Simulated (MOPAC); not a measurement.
Run report: C4H3F3, frequency calculation (part 1 of 3)

The run: frequency calculation of C4H3F3, SMILES FC=CC(F)=CF. Method and program: PM6, closed shell (MOPAC 23.2.5).

The geometry was optimised with PM6.

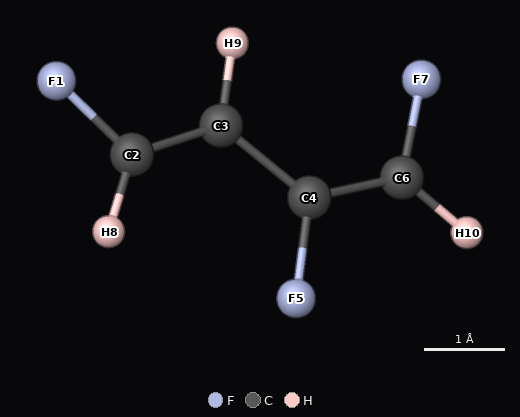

*The structure (ball-and-stick view, seen at a tilt; atoms are numbered from 1 in the order of the input).*

**The input (c4h3f3.mop)**
```
PM6 CHARGE=0 THERMO FORCE AUX(PRECISION=6) T=10M THREADS=1
C4H3F3, PM6

F -2.249618 1 1.778069 1 0.758864 1
C -1.670913 1 0.754756 1 0.125585 1
C -0.364900 1 0.540788 1 0.322813 1
C 0.388072 1 -0.535804 1 -0.303545 1
F -0.322076 1 -1.333222 1 -1.117431 1
C 1.689913 1 -0.843161 1 -0.182142 1
F 2.468301 1 -0.100647 1 0.607603 1
H -2.382257 1 0.214391 1 -0.491598 1
H 0.221757 1 1.189260 1 0.989610 1
H 2.234827 1 -1.652050 1 -0.658010 1
```

Run as:
```bash
mopac c4h3f3.mop
```

**Log**
```
MOPAC v23.2.5
PM6 CALCULATION RESULTS

 *  PM6        - The PM6 Hamiltonian to be used
 *
 *
 *
 *                 CHARGE ON SYSTEM = 0
 *
 *
 *
 *  FORCE      - FORCE CALCULATION SPECIFIED
 *  THREADS=1  - MULTI-THREADING NOT USED
 *  AUX        - OUTPUT AUXILIARY INFORMATION
 *  THERMO     - THERMODYNAMIC QUANTITIES TO BE CALCULATED
PM6 CHARGE=0 THERMO FORCE AUX(PRECISION=6) T=10M THREADS=1
 C4H3F3, PM6

   ATOM   CHEMICAL          X               Y               Z
  NUMBER   SYMBOL      (ANGSTROMS)     (ANGSTROMS)     (ANGSTROMS)

     1       F         -2.24961800  *   1.77806900  *   0.75886400  *
     2       C         -1.67091300  *   0.75475600  *   0.12558500  *
     3       C         -0.36490000  *   0.54078800  *   0.32281300  *
     4       C          0.38807200  *  -0.53580400  *  -0.30354500  *
     5       F         -0.32207600  *  -1.33322200  *  -1.11743100  *
     6       C          1.68991300  *  -0.84316100  *  -0.18214200  *
     7       F          2.46830100  *  -0.10064700  *   0.60760300  *
     8       H         -2.38225700  *   0.21439100  *  -0.49159800  *
     9       H          0.22175700  *   1.18926000  *   0.98961000  *
    10       H          2.23482700  *  -1.65205000  *  -0.65801000  *

          CARTESIAN COORDINATES

    NO.       ATOM           X           Y           Z

     1         F         -2.2496      1.7781      0.7589
     2         C         -1.6709      0.7548      0.1256
     3         C         -0.3649      0.5408      0.3228
     4         C          0.3881     -0.5358     -0.3035
     5         F         -0.3221     -1.3332     -1.1174
     6         C          1.6899     -0.8432     -0.1821
     7         F          2.4683     -0.1006      0.6076
     8         H         -2.3823      0.2144     -0.4916
     9         H          0.2218      1.1893      0.9896
    10         H          2.2348     -1.6521     -0.6580

           Empirical Formula: C4 H3 F3  =    10 atoms

      MOLECULAR POINT GROUP   :   Cs

      RHF CALCULATION, NO. OF DOUBLY OCCUPIED LEVELS = 20

          HEAT OF FORMATION =    -111.655987 KCALS/MOLE

          CARTESIAN COORDINATE DERIVATIVES

   NUMBER  ATOM         X            Y            Z

     1       F      0.027885     0.015270    -0.004022
     2       C     -0.017849    -0.057964    -0.003911
     3       C      0.045570     0.008781    -0.001209
     4       C      0.005663    -0.040295    -0.010225
     5       F     -0.033293     0.040716    -0.004526
     6       C      0.043325    -0.041844     0.003977
     7       F     -0.033184     0.049340    -0.008098
     8       H     -0.012064     0.024070     0.008756
     9       H     -0.023666     0.007260     0.011158
    10       H     -0.002387    -0.005332     0.008100

 DIPOLE           X         Y         Z       TOTAL
 POINT-CHG.     0.942    -0.468     0.001     1.051
 HYBRID        -0.269     0.012     0.000     0.270
 SUM            0.672    -0.455     0.001     0.812

          GRADIENT NORM =   0.14250

          MOLECULAR WEIGHT =  108.06

          ROTATIONAL CONSTANTS IN CM(-1)

          A =    0.15739119   B =    0.04745252   C =    0.03646004

           PRINCIPAL MOMENTS OF INERTIA IN UNITS OF 10**(-40)*GRAM-CM**2

          A =      177.8546   B =      589.9108   C =      767.7653

          ORIENTATION OF MOLECULE IN FORCE CALCULATION

    NO.       ATOM         X         Y         Z

     1          F      -2.6363   -1.2501    0.0007
     2          C      -1.3010   -1.2501    0.0007
     3          C      -0.6645   -0.0731    0.0007
     4          C       0.7839    0.0700    0.0005
     5          F       1.4732   -1.0822    0.0025
     6          C       1.5260    1.1895   -0.0012
     7          F       0.9198    2.3783   -0.0036
     8          H      -0.9024   -2.2601    0.0007
     9          H      -1.2235    0.8740    0.0009
    10          H       2.6077    1.2765   -0.0009

    FIRST DERIVATIVES WILL BE USED IN THE CALCULATION OF SECOND DERIVATIVES

          ESTIMATED TIME TO COMPLETE CALCULATION =        0.23 SECONDS

    FOR POINT-GROUP Cs   THERE ARE   2 UNIQUE SYMMETRY FUNCTIONS.

 STEP:   1 TIME =     0.00 SECS, INTEGRAL =      0.00 TIME LEFT:    599.99
 STEP:   2 TIME =     0.01 SECS, INTEGRAL =      0.01 TIME LEFT:    599.98
 STEP:   3 TIME =     0.00 SECS, INTEGRAL =      0.02 TIME LEFT:    599.98
 STEP:   4 TIME =     0.00 SECS, INTEGRAL =      0.02 TIME LEFT:    599.98
 STEP:   5 TIME =     0.00 SECS, INTEGRAL =      0.02 TIME LEFT:    599.97
 STEP:   6 TIME =     0.00 SECS, INTEGRAL =      0.03 TIME LEFT:    599.97
 STEP:   7 TIME =     0.00 SECS, INTEGRAL =      0.03 TIME LEFT:    599.96
 STEP:   8 TIME =     0.00 SECS, INTEGRAL =      0.04 TIME LEFT:    599.96
 STEP:   9 TIME =     0.01 SECS, INTEGRAL =      0.04 TIME LEFT:    599.95
 STEP:  10 TIME =     0.00 SECS, INTEGRAL =      0.05 TIME LEFT:    599.95
 STEP:  11 TIME =     0.00 SECS, INTEGRAL =      0.05 TIME LEFT:    599.95
 STEP:  12 TIME =     0.01 SECS, INTEGRAL =      0.06 TIME LEFT:    599.94
 STEP:  13 TIME =     0.00 SECS, INTEGRAL =      0.06 TIME LEFT:    599.93
 STEP:  14 TIME =     0.00 SECS, INTEGRAL =      0.07 TIME LEFT:    599.93
 STEP:  15 TIME =     0.01 SECS, INTEGRAL =      0.07 TIME LEFT:    599.92
 STEP:  16 TIME =     0.00 SECS, INTEGRAL =      0.08 TIME LEFT:    599.92
 STEP:  17 TIME =     0.00 SECS, INTEGRAL =      0.08 TIME LEFT:    599.91
 STEP:  18 TIME =     0.01 SECS, INTEGRAL =      0.09 TIME LEFT:    599.91
 STEP:  19 TIME =     0.00 SECS, INTEGRAL =      0.09 TIME LEFT:    599.90
 STEP:  20 TIME =     0.00 SECS, INTEGRAL =      0.10 TIME LEFT:    599.90
 STEP:  21 TIME =     0.01 SECS, INTEGRAL =      0.11 TIME LEFT:    599.89
 STEP:  22 TIME =     0.00 SECS, INTEGRAL =      0.11 TIME LEFT:    599.89
 STEP:  23 TIME =     0.00 SECS, INTEGRAL =      0.11 TIME LEFT:    599.88
 STEP:  24 TIME =     0.00 SECS, INTEGRAL =      0.12 TIME LEFT:    599.88
 STEP:  25 TIME =     0.00 SECS, INTEGRAL =      0.12 TIME LEFT:    599.88
 STEP:  26 TIME =     0.00 SECS, INTEGRAL =      0.12 TIME LEFT:    599.87
 STEP:  27 TIME =     0.01 SECS, INTEGRAL =      0.13 TIME LEFT:    599.86
 STEP:  28 TIME =     0.00 SECS, INTEGRAL =      0.14 TIME LEFT:    599.86
 STEP:  29 TIME =     0.00 SECS, INTEGRAL =      0.14 TIME LEFT:    599.86
 STEP:  30 TIME =     0.00 SECS, INTEGRAL =      0.14 TIME LEFT:    599.85

(To convert to Hartree/Bohr^2, multiply by (10^(-21) x N x a0^2)/(4.184 x 627.51) =  0.0642)

           FORCE MATRIX IN MILLIDYNES/ANGSTROM

                  F  1       C  2       C  3       C  4       F  5       C  6
 ------------------------------------------------------------------------------
     F    1   7.594814
     C    2   6.217649  16.273042
     C    3   1.161810   9.186031  16.250548
     C    4   0.176411   1.025251   4.526649  17.435699
     F    5   0.006397   0.060140   0.848864   5.973132   7.462457
     C    6   0.047976   0.070717   0.891051   8.824196   1.099086  16.207911
     F    7   0.021696   0.029571   0.044555   1.051649   0.171804   6.444138
     H    8   0.746562   3.455848   0.608900   0.041747   0.042518   0.019066
     H    9   0.076395   0.752008   3.420257   0.644646   0.066755   0.041166
     H   10   0.020101   0.023629   0.124615   0.645207   0.040715   3.445434

                  F  7       H  8       H  9       H 10
 ------------------------------------------------------
     F    7   7.806517
     H    8   0.007486   4.215135
     H    9   0.045514   0.124622   4.283894
     H   10   0.734017   0.005962   0.006437   4.243297

          HEAT OF FORMATION =    -111.655987 KCALS/MOLE

          ZERO POINT ENERGY      37.181 KCAL/MOL

           NORMAL COORDINATE ANALYSIS (Total motion = 1 Angstrom)

   Root No.       1         2         3         4         5         6         7         8

                 1 A"      1 A'      2 A"      3 A"      2 A'      3 A'      4 A'      4 A"

                  55.2     142.5     194.9     264.4     269.9     382.2     512.1     540.8

           1   -0.0000    0.0152   -0.0001    0.0000   -0.0910   -0.0719    0.0595   -0.0000
           2    0.0000   -0.1539    0.0002   -0.0000    0.0140   -0.1000    0.0519    0.0000
           3    0.0013    0.0003    0.1065   -0.0124   -0.0001    0.0001   -0.0000    0.0286
           4    0.0000    0.0121    0.0001   -0.0000   -0.0807   -0.0691    0.0467    0.0000
           5   -0.0001   -0.0012   -0.0002    0.0000   -0.0855    0.1315   -0.0462   -0.0001
           6   -0.0864    0.0000   -0.1172    0.0222    0.0001   -0.0002    0.0001   -0.0628
           7   -0.0000   -0.0710    0.0001   -0.0000   -0.0194   -0.0222   -0.0770    0.0000
           8    0.0002    0.0474   -0.0002    0.0001   -0.1155    0.1081    0.0146   -0.0001
           9    0.1009   -0.0001   -0.1149    0.0479    0.0002   -0.0002   -0.0000   -0.0595
          10   -0.0000   -0.0698    0.0000   -0.0000   -0.0272    0.0135   -0.1017   -0.0001
          11    0.0000    0.0570   -0.0001    0.0001   -0.0092   -0.0168    0.0317    0.0004
          12    0.0294   -0.0001   -0.0482    0.0613    0.0000    0.0000   -0.0001    0.2331
          13   -0.0000   -0.1151   -0.0000    0.0000    0.1176    0.1022    0.0083    0.0000
          14    0.0000    0.0247    0.0001   -0.0001    0.0722    0.0349    0.1206   -0.0001
          15    0.0205   -0.0001    0.0379   -0.0975   -0.0000   -0.0000   -0.0002   -0.0407
          16    0.0000    0.0193   -0.0000   -0.0001   -0.0363    0.0388    0.0226    0.0000
          17   -0.0000   -0.0028    0.0001    0.0003    0.0025   -0.0351   -0.0724   -0.0001
          18   -0.0286    0.0000    0.0674    0.1809   -0.0000    0.0001    0.0001   -0.0414
          19    0.0000    0.1668    0.0000    0.0001    0.0872   -0.0125    0.0049    0.0000
          20   -0.0000    0.0690   -0.0000   -0.0002    0.0601   -0.0693   -0.1159   -0.0000
          21   -0.0276   -0.0000   -0.0050   -0.1122   -0.0001    0.0001    0.0002   -0.0042
          22    0.0001    0.1081    0.0001   -0.0000   -0.1465    0.0342    0.0536   -0.0000
          23   -0.0005    0.0335   -0.0004    0.0000   -0.1088    0.1620   -0.0360    0.0000
          24   -0.3076   -0.0000   -0.2371    0.0175    0.0001   -0.0002    0.0001    0.0047
          25   -0.0002   -0.0973    0.0000   -0.0000   -0.0248    0.0595   -0.1461    0.0001
          26    0.0005    0.0256   -0.0001    0.0001   -0.1099    0.1502   -0.0282   -0.0005
          27    0.3167   -0.0001   -0.0597    0.0670    0.0001   -0.0002    0.0000   -0.2946
          28    0.0000    0.0321   -0.0001   -0.0002   -0.0235    0.0350    0.0249    0.0001
          29   -0.0001   -0.1219    0.0003    0.0006   -0.0651   -0.0163   -0.1422   -0.0004
          30   -0.0809    0.0002    0.2059    0.3811    0.0001    0.0000    0.0002   -0.2303

   Root No.       9        10        11        12        13        14        15        16

                 5 A'      5 A"      6 A"      7 A"      6 A'      7 A'      8 A'      9 A'

                 570.8     845.1     881.3     940.0     981.7    1201.9    1221.8    1243.1

           1   -0.0623    0.0000   -0.0000   -0.0000    0.0091   -0.0124   -0.0834    0.0387
           2   -0.0222   -0.0000    0.0000    0.0000   -0.0143    0.0035    0.0161    0.0079
           3   -0.0000   -0.0026    0.0157    0.0025    0.0000   -0.0000   -0.0000    0.0000
           4   -0.0367   -0.0000    0.0001    0.0000   -0.0134    0.0124    0.0741   -0.0733
           5   -0.0360    0.0000   -0.0002   -0.0000    0.0608   -0.0151   -0.0381   -0.0115
           6    0.0000    0.0135   -0.1100   -0.0255   -0.0001    0.0000    0.0001   -0.0000
           7    0.0537    0.0000   -0.0000    0.0000    0.1415   -0.0170    0.0205   -0.0398
           8   -0.0666   -0.0000    0.0001   -0.0001   -0.0501    0.0082    0.0047   -0.0394
           9    0.0001   -0.0049    0.0891   -0.0684    0.0001   -0.0000    0.0000    0.0000
          10    0.0640   -0.0000    0.0000   -0.0000   -0.0009    0.0250    0.0152   -0.0115
          11    0.0961    0.0001   -0.0000    0.0000   -0.0355   -0.0303    0.0030   -0.0274
          12   -0.0001    0.0429   -0.0281    0.0234    0.0001    0.0001   -0.0000    0.0000
          13   -0.0651    0.0000   -0.0000    0.0000   -0.0526   -0.0131   -0.0049   -0.0064
          14    0.0490   -0.0000    0.0000   -0.0000    0.0768    0.0189    0.0026    0.0127
          15   -0.0001   -0.0049    0.0021   -0.0010   -0.0001   -0.0000   -0.0000   -0.0000
          16    0.1550    0.0001    0.0000   -0.0000   -0.0963   -0.0493   -0.0169    0.0510
          17    0.0461   -0.0002   -0.0000    0.0000   -0.0275    0.0101    0.0080   -0.0339
          18    0.0000   -0.1267   -0.0068    0.0005    0.0000   -0.0000   -0.0000    0.0001
          19   -0.0247   -0.0000   -0.0000    0.0000    0.0160    0.0443   -0.0010   -0.0165
          20   -0.0501    0.0000    0.0000   -0.0000   -0.0261   -0.0423   -0.0048    0.0325
          21    0.0001    0.0173    0.0014   -0.0002    0.0000    0.0001    0.0000   -0.0001
          22   -0.1028    0.0000   -0.0002   -0.0002   -0.0492    0.0802    0.5744    0.2491
          23   -0.0632   -0.0001    0.0007    0.0005    0.0362    0.0149    0.1718    0.1059
          24    0.0000   -0.0383    0.4436    0.3556   -0.0001    0.0000    0.0000   -0.0000
          25    0.0174   -0.0000    0.0001   -0.0002    0.2792    0.0078    0.0011    0.2968
          26   -0.0803    0.0001   -0.0003    0.0008    0.0475    0.0151   -0.0131    0.1531
          27    0.0001    0.0537   -0.2221    0.4889    0.0000   -0.0000    0.0000   -0.0001
          28    0.1398   -0.0003   -0.0000    0.0000   -0.0802   -0.0984   -0.0001    0.0339
          29    0.1126    0.0011    0.0001   -0.0001   -0.1466    0.6691   -0.1534    0.0769
          30   -0.0001    0.6952    0.0812   -0.0341    0.0002   -0.0011    0.0002   -0.0001

   Root No.      17        18        19        20        21        22        23        24

                10 A'     11 A'     12 A'     13 A'     14 A'     15 A'     16 A'     17 A'

                1286.2    1325.2    1400.3    1767.5    1806.3    2713.9    2727.3    2733.8
```
